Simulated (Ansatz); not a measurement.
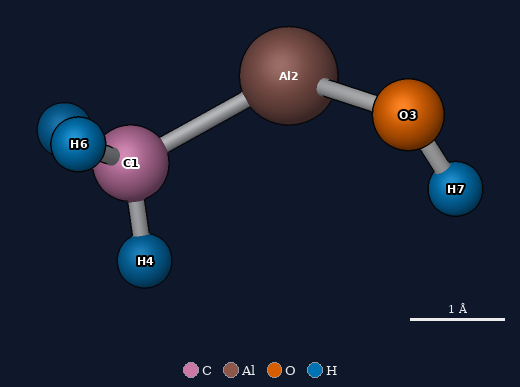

**Figure 1.** The starting structure (ball-and-stick view, seen at a tilt; atoms are numbered from 1 in the order of the input). Sticks mark near contacts. Bond lengths as drawn: Al–C 1.93 Å, Al–O 1.82 Å, C–H 1.06 to 1.16 Å and H–O 1.02 Å.

Run report: CH4AlO, geometry relaxation (part 1 of 2)

The run: geometry relaxation of CH4AlO, multiplicity 2, SMILES [CH3][Al][OH]. Method and program: UKS PBE/def2-SVP (Ansatz 0.2.0).

It belongs to a series of runs on one base structure; here: end point B relaxed. Figures and captions count atoms from 1; the log counts them from 0 in places.

**Output**
```
The last accepted step is kept in [file] (removed where the run ends without a failure and the disk answers)
Engine: ansatz 0.2.0, aarch64-unknown-linux-gnu
Functional definition: PBE
  parameter kappa = 0.804
  parameter beta = 0.06672455060314922
  exchange = pbe_x(kappa = kappa, mu = beta*pi^2/3)
  correlation = pbe_c(beta = beta)
726 factors; their error is unknown
mean field evaluation 1: about -9720.0940 eV, gradient 5.6e1 eV
mean field evaluation 2: about -9615.3399 eV, gradient 1.3e2 eV
mean field evaluation 4: about -9733.4595 eV, gradient 1.1e1 eV
mean field evaluation 8: about -9734.1120 eV, gradient 1.4e-1 eV
mean field evaluation 16: about -9734.0803 eV, gradient 1.6e-4 eV
mean field -9734.08032704 eV, -357.7208540222 hartree, gradient 4.4e-5 eV, S^2 0.751398; 0 other end points of the search recorded, 0 dependent functions left out
the calculation of the forces begins
reference -9734.08036621 eV, -357.7208554617 hartree; 16, 15 occupied and 50, 51 virtual orbitals, 726 factors
relax step   1: F+E_penalty+E_count = -9734.08032704 eV  Δ(F+E_penalty+E_count) = +0.000e0 eV  max|allowed force component| = 3.072e0 eV/Å  Δτ_max = 0.0000 Å  (28 SCF iters, accepted)
these checks for a lower state are left out or cut short: starts, cluster_reference, orbital_swaps, neighbouring_geometries, increment
726 factors; their error is unknown
mean field -9734.26363330 eV, -357.7275904031 hartree, gradient 1.9e-5 eV, S^2 0.751481; 0 other end points of the search recorded, 0 dependent functions left out
[... from here on the field's lines of each further geometry are left out, up to the last ...]
relax step   2: F+E_penalty+E_count = -9734.26363330 eV  Δ(F+E_penalty+E_count) = -1.833e-1 eV  max|allowed force component| = 1.307e0 eV/Å  Δτ_max = 0.1105 Å  (29 SCF iters, accepted)
relax step   3: F+E_penalty+E_count = -9734.33288383 eV  Δ(F+E_penalty+E_count) = -6.925e-2 eV  max|allowed force component| = 1.321e0 eV/Å  Δτ_max = 0.1957 Å  (34 SCF iters, accepted)
relax step   4: F+E_penalty+E_count = -9734.44082737 eV  Δ(F+E_penalty+E_count) = -1.079e-1 eV  max|allowed force component| = 6.552e-1 eV/Å  Δτ_max = 0.1998 Å  (33 SCF iters, accepted)
relax step   5: F+E_penalty+E_count = -9734.51868287 eV  Δ(F+E_penalty+E_count) = -7.786e-2 eV  max|allowed force component| = 3.056e-1 eV/Å  Δτ_max = 0.2000 Å  (34 SCF iters, accepted)
relax step   6: F+E_penalty+E_count = -9734.53399159 eV  Δ(F+E_penalty+E_count) = -1.531e-2 eV  max|allowed force component| = 3.859e-1 eV/Å  Δτ_max = 0.1266 Å  (31 SCF iters, accepted)
relax step   7: F+E_penalty+E_count = -9734.54160713 eV  Δ(F+E_penalty+E_count) = -7.616e-3 eV  max|allowed force component| = 2.351e-1 eV/Å  Δτ_max = 0.0878 Å  (29 SCF iters, accepted)
relax step   8: F+E_penalty+E_count = -9734.54524562 eV  Δ(F+E_penalty+E_count) = -3.638e-3 eV  max|allowed force component| = 7.317e-2 eV/Å  Δτ_max = 0.0431 Å  (30 SCF iters, accepted)
relax step   9: F+E_penalty+E_count = -9734.54658521 eV  Δ(F+E_penalty+E_count) = -1.340e-3 eV  max|allowed force component| = 5.492e-2 eV/Å  Δτ_max = 0.0379 Å  (30 SCF iters, accepted)
relax step  10: F+E_penalty+E_count = -9734.54698317 eV  Δ(F+E_penalty+E_count) = -3.980e-4 eV  max|allowed force component| = 9.689e-3 eV/Å  Δτ_max = 0.0308 Å  (29 SCF iters, accepted)
relax step  11: F+E_penalty+E_count = -9734.54703111 eV  Δ(F+E_penalty+E_count) = -4.794e-5 eV  max|allowed force component| = 7.735e-2 eV/Å  Δτ_max = 0.0534 Å  (29 SCF iters, accepted)
relax step  12: F+E_penalty+E_count = -9734.54726180 eV  Δ(F+E_penalty+E_count) = -2.307e-4 eV  max|allowed force component| = 2.945e-2 eV/Å  Δτ_max = 0.0042 Å  (24 SCF iters, accepted)
relax step  13: F+E_penalty+E_count = -9734.54744565 eV  Δ(F+E_penalty+E_count) = -1.839e-4 eV  max|allowed force component| = 5.894e-3 eV/Å  Δτ_max = 0.0205 Å  (30 SCF iters, accepted)
relax step  14: F+E_penalty+E_count = -9734.54768116 eV  Δ(F+E_penalty+E_count) = -2.355e-4 eV  max|allowed force component| = 3.531e-2 eV/Å  Δτ_max = 0.0694 Å  (29 SCF iters, accepted)
relax step  15: F+E_penalty+E_count = -9734.54766315 eV  Δ(F+E_penalty+E_count) = +1.801e-5 eV  max|allowed force component| = 5.386e-2 eV/Å  Δτ_max = 0.0260 Å  (28 SCF iters, rejected (line search))
relax step  16: F+E_penalty+E_count = -9734.54779418 eV  Δ(F+E_penalty+E_count) = -1.130e-4 eV  max|allowed force component| = 1.006e-2 eV/Å  Δτ_max = 0.0127 Å  (29 SCF iters, accepted)
relax step  17: F+E_penalty+E_count = -9734.54767650 eV  Δ(F+E_penalty+E_count) = +1.177e-4 eV  max|allowed force component| = 7.895e-2 eV/Å  Δτ_max = 0.0702 Å  (29 SCF iters, rejected (line search))
the calculation of the forces begins
reference -9734.54793021 eV, -357.7380381217 hartree; 16, 15 occupied and 50, 51 virtual orbitals, 726 factors
relax step  18: F+E_penalty+E_count = -9734.54789153 eV  Δ(F+E_penalty+E_count) = -9.736e-5 eV  max|allowed force component| = 1.490e-2 eV/Å  Δτ_max = 0.0343 Å  (29 SCF iters, accepted)
```

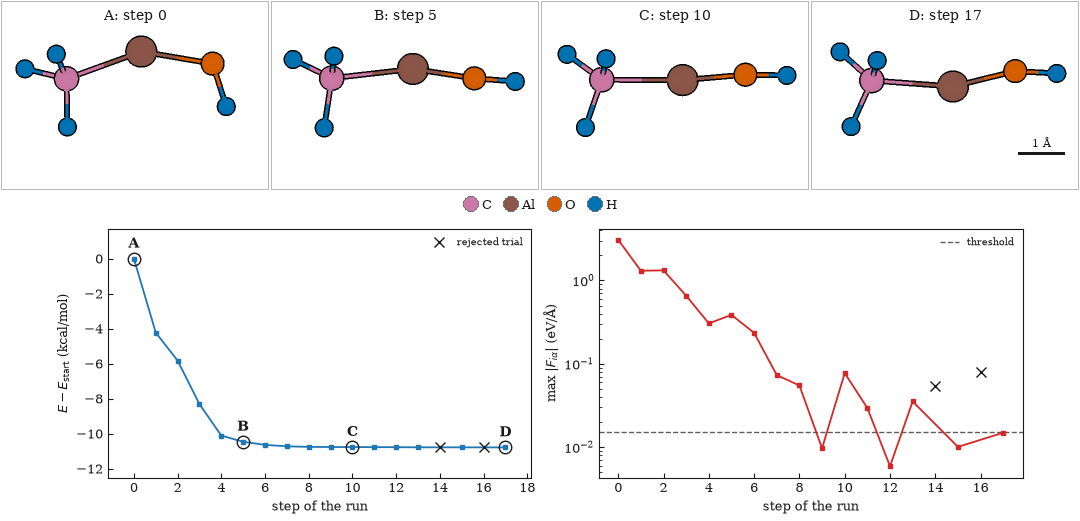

**Figure 2.** Frames of the relaxation (ball-and-stick view, seen at a tilt) above the curves, on which the letters mark them (the first geometry is step 0 here and step 1 in the log).

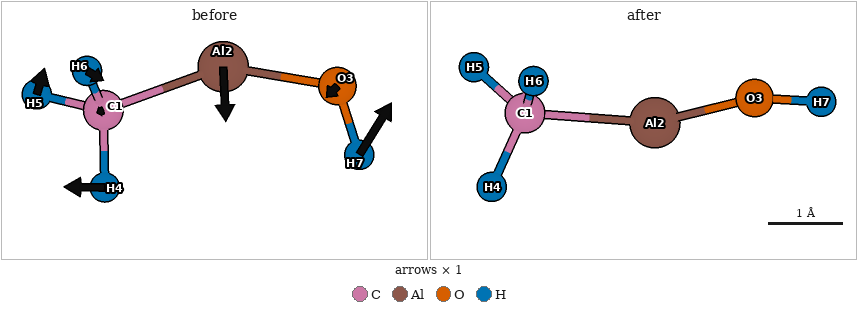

**Figure 3.** Before (left) and after (right) the relaxation, at one scale (ball-and-stick view, seen at a tilt). The black arrows give the displacements, at true length. The atom that moves furthest after the best rigid fit is H7 (0.85 Å). Largest moves by element: H 0.85 Å, Al 0.77 Å, O 0.24 Å, C 0.11 Å. Distances before and after: Al2–O3 1.816 → 1.734 Å, C1–H5 1.164 → 1.110 Å, C1–Al2 1.931 → 1.984 Å, O3–H7 1.020 → 0.971 Å. Among the angles that change: Al2–O3–H7 105.2° → 121.5°, H5–C1–H6 105.2° → 109.3°, Al2–C1–H6 112.8° → 109.6°. After 17 geometry steps the energy has fallen by 10.8 kcal/mol. The largest force component goes from 3.1 to 0.015 eV/Å. The line search rejected the trial steps at points 14, 16 (counted from 0) and went back. (Atoms are counted from 1 in the order of the input.)

```
726 factors; their error is unknown
mean field -9734.54789153 eV, -357.7380367003 hartree, gradient 2.2e-5 eV, S^2 0.751691; 1 other end points of the search recorded, 0 dependent functions left out
the calculation of the forces begins
reference -9734.54793021 eV, -357.7380381217 hartree; 16, 15 occupied and 50, 51 virtual orbitals, 726 factors
Total energy: -9734.54793021 eV, -357.7380381217 hartree
Atom 0 at    -0.910966     0.547955    -0.417858 Å, force    -0.008060     0.005125    -0.014901 eV/Å
Atom 1 at     0.750943    -0.431000    -0.881311 Å, force    -0.007878     0.005879    -0.002882 eV/Å
Atom 2 at     1.396772    -1.443364     0.369719 Å, force     0.007463    -0.006579     0.003023 eV/Å
Atom 3 at    -1.767369     0.140644    -0.996207 Å, force     0.008524     0.003804     0.006235 eV/Å
Atom 4 at    -0.826082     1.627208    -0.660889 Å, force     0.000427    -0.009129     0.004497 eV/Å
Atom 5 at    -1.121937     0.431479     0.665719 Å, force     0.000170     0.000575     0.001656 eV/Å
Atom 6 at     2.200678    -1.970902     0.231538 Å, force    -0.000646     0.000326     0.002372 eV/Å
Dipole moment:     0.109087    -0.033379    -0.113093 e Å
```

**Trajectory as extended XYZ (Å, eV, eV/Å), 18 frames, from step=1 to step=18**
```
7
Properties=species:S:1:pos:R:3:forces:R:3 step=1 energy=-9734.08033
C    -0.8306    0.4988   -0.3661   -0.1597   3.0721   0.1468
Al    1.0565    0.0891   -0.3787    1.0299  -1.0702   0.7012
O     1.6125   -1.4249    0.4553   -0.5694  -0.2144  -1.9625
H    -1.3745   -0.2629   -0.8696   -0.9921  -1.3471  -0.6161
H    -1.0366    1.4827   -0.9524    0.3037  -1.1810   0.6889
H    -1.2298    0.6815    0.6662    0.1027  -0.2947  -0.2928
H     1.5245   -2.1623   -0.2440    0.2849   1.0353   1.3346
7
Properties=species:S:1:pos:R:3:forces:R:3 step=2 energy=-9734.26363
C    -0.8500    0.5364   -0.3798   -0.1942   1.0494  -0.0666
Al    1.0499    0.0526   -0.3732    0.5409  -0.6883   0.4220
O     1.5827   -1.4457    0.4490   -0.3297  -0.0443  -1.3068
H    -1.4416   -0.2506   -0.8666   -0.2454  -0.3589  -0.0950
H    -1.0289    1.4938   -0.9452    0.1086  -0.4252   0.2458
H    -1.2234    0.6925    0.6581    0.0062  -0.1220  -0.0660
H     1.6334   -2.1769   -0.2316    0.1136   0.5893   0.8666
7
Properties=species:S:1:pos:R:3:forces:R:3 step=3 energy=-9734.33288
C    -0.8713    0.5769   -0.3930    0.0218  -0.2546   0.2545
Al    1.0327   -0.0127   -0.4052   -0.0814   0.0079  -0.0741
O     1.4845   -1.4758    0.4375    0.3909  -1.2357  -1.3209
H    -1.5055   -0.2159   -0.8520    0.0953   0.0445  -0.0180
H    -1.0271    1.5215   -0.9348   -0.0373   0.2112  -0.1184
H    -1.2168    0.7002    0.6570    0.0083   0.0376  -0.0042
H     1.8256   -2.1923   -0.1987   -0.3976   1.1892   1.2811
7
Properties=species:S:1:pos:R:3:forces:R:3 step=4 energy=-9734.44083
C    -0.8928    0.5817   -0.3858    0.0664  -0.1124   0.1051
Al    0.9625   -0.1177   -0.5600   -0.0393  -0.1417   0.0085
O     1.4626   -1.4782    0.4189    0.1784  -0.5250  -0.6552
H    -1.5760   -0.1329   -0.9009    0.0834   0.0803  -0.0066
H    -0.9835    1.5739   -0.8636   -0.0852   0.0780  -0.0450
H    -1.2180    0.6521    0.6735    0.0338   0.0127   0.0216
H     1.9674   -2.1769   -0.0715   -0.2376   0.6080   0.5717
7
Properties=species:S:1:pos:R:3:forces:R:3 step=5 energy=-9734.51868
C    -0.8971    0.5907   -0.3860    0.0066  -0.0923   0.0139
Al    0.8958   -0.2225   -0.6656   -0.0108  -0.0714   0.0400
O     1.3950   -1.5305    0.3762    0.1234  -0.1341  -0.3056
H    -1.6259   -0.0558   -0.9260    0.0230   0.0411   0.0108
H    -0.9646    1.6093   -0.8159   -0.0022   0.0152   0.0098
H    -1.1958    0.6186    0.6833    0.0562   0.0000  -0.0008
H     2.1147   -2.1078    0.0448   -0.1962   0.2415   0.2318
7
Properties=species:S:1:pos:R:3:forces:R:3 step=6 energy=-9734.53399
C    -0.8820    0.5905   -0.4005    0.2443  -0.1891  -0.0766
Al    0.9477   -0.1680   -0.7106   -0.2637  -0.0315   0.1545
O     1.2944   -1.5430    0.3003   -0.3385   0.3136  -0.0896
H    -1.6048   -0.0864   -0.9059   -0.0092   0.0311  -0.0118
H    -1.0150    1.6125   -0.7972   -0.0172   0.0807  -0.0147
H    -1.0991    0.5718    0.6867   -0.0015   0.0323   0.0469
H     2.0808   -2.0753    0.1380    0.3859  -0.2370  -0.0087
7
Properties=species:S:1:pos:R:3:forces:R:3 step=7 energy=-9734.54161
C    -0.8918    0.5831   -0.4119    0.0203  -0.0233   0.0647
Al    0.8834   -0.2137   -0.7474    0.2351  -0.2321   0.0659
O     1.3167   -1.5519    0.2823   -0.1461   0.1813  -0.0888
H    -1.6581   -0.0307   -0.9268   -0.0751  -0.0219  -0.0318
H    -0.9814    1.6273   -0.7634    0.0082   0.0515  -0.0435
H    -1.0874    0.5458    0.6782   -0.0633   0.0029   0.0779
H     2.1407   -2.0578    0.1998    0.0209   0.0417  -0.0444
```
